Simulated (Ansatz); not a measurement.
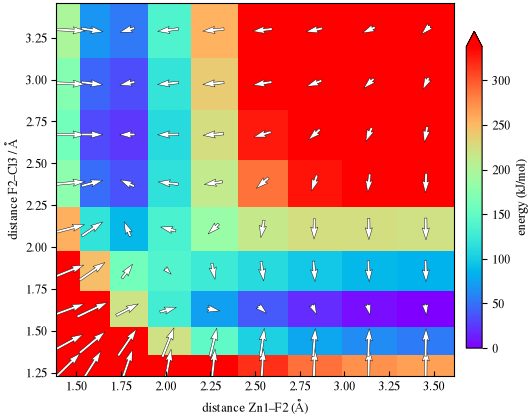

Energy landscape of the system Zn + FCl. First axis: distance Zn1–F2. Second axis: distance F2–Cl3. Nothing is relaxed (the angle Zn1–F2–Cl3 is fixed at 90 degrees). Grid: 9 × 9 points. Points are written as (first, second). Energies are in kJ/mol, from the lowest grid point. Energies and slopes of some neighbouring points disagree (a jump in structure or state, or too coarse a mesh). The reference is spin-restricted, so regions where a bond is pulled apart into radicals lie too high. Theory: RHF/def2-TZVPD in Ansatz 0.2.0.

The picture shows one coloured cell a grid point, arrows along the force (downhill), their lengths compressed, one colour for all values above the top of the scale. 

Summarise what can be read from the map.

The lowest grid point is at (3.456 Å, 1.626 Å). It lies in a valley that leaves the map towards separated partners. Other grid points that lie below all their neighbours: (1.786 Å, 2.672 Å) (24 kJ/mol higher). The highest grid point, (1.456 Å, 1.296 Å), lies 1158 kJ/mol above the lowest.

Grid values (kJ/mol):

```tsv
distance F2–Cl3 ↓, distance Zn1–F2 →	1.456	1.590	1.786	2.015	2.268	2.542	2.832	3.137	3.456
3.296	197	67	54	137	254	368	462	530	574
2.977	173	45	34	120	238	351	438	495	529
2.672	160	33	24	110	225	327	397	438	460
2.382	177	49	37	116	213	287	329	349	358
2.108	256	118	88	134	186	215	223	223	221
1.855	419	247	161	138	125	110	97	88	83
1.626	622	387	220	128	74	39	18	6	0
1.430	851	566	348	222	148	103	77	63	55
1.296	1158	847	601	455	369	318	289	273	264
```

Time for the 81 points that were run: 9.1 min on 1 thread of Intel(R) Xeon(R) Platinum 8488C (Sapphire Rapids), on a shared host.
